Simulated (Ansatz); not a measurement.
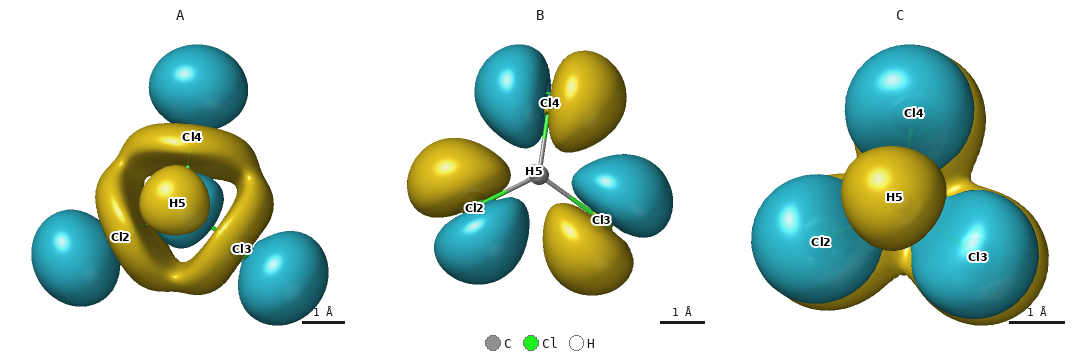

*CHCl$_{3}$ (SMILES ClC(Cl)Cl). Three frontier orbitals at ±0.06 Å⁻³ᐟ² (yellow and cyan are the two phases), in no order.*

Geometry: r2SCAN-D4/def2-SVP.

The calculation used Ansatz, isolated molecule in a Gaussian basis; Kohn-Sham density functional theory, functional PBE0.

```xyz
5

C    -1.6478   -1.7107    0.3418
Cl   -1.6793    0.0660    0.3638
Cl   -3.1681   -2.3742   -0.2957
Cl   -0.2478   -2.3189   -0.5683
H    -1.5447   -2.0534    1.3770
```

**Which picture is the HOMO−1, the HOMO and the LUMO?**

C is the HOMO−1 (−9.30 eV). By Hirshfeld shares it lies mainly on Cl2 (about 25 %), Cl3 (about 25 %), Cl4 (about 25 %), C1 (about 10 %) and H5 (about 10 %); largely a combination of lone pairs on Cl2, Cl3 and Cl4. B is the HOMO (−8.95 eV). It lies mainly on Cl2 (about 30 %), Cl3 (about 30 %) and Cl4 (about 30 %); largely a combination of lone pairs on Cl2, Cl3 and Cl4. A is the LUMO (−1.23 eV). By Hirshfeld shares it lies mainly on Cl2 (about 25 %), Cl3 (about 25 %), Cl4 (about 25 %) and C1 (about 25 %).

**What is the HOMO–LUMO gap?**

7.72 eV between the orbital energies.
